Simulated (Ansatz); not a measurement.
Bands of a (10,0) BAs nanotube, along its axis.

Levels: PBE (plane waves to 420 eV, PAW; Ansatz, an electronic-structure program); PBE with spin-orbit coupling (Ansatz). Unmarked values and the geometry are of the first. Mesh 1×1×6. No spin polarisation. One-dimensional cell, images about 11 Å apart. A hypothetical model, rolled from the flat sheet. Only distortions within the start's symmetry and period were free. Values not marked SOC lack spin–orbit coupling.

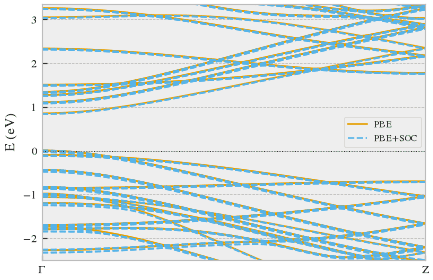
Fig. 1. Bands from the zone centre to the zone edge (period 5.85 Å); the dotted line marks the highest filled level of each set

Is it a metal or a semiconductor at this level? Give what the bands show.

A semiconductor in PBE.
| Item | Result |
|---|---|
| PBE gap | 0.85 eV, direct at Γ |
| PBE+SOC gap at this geometry | 0.84 eV |
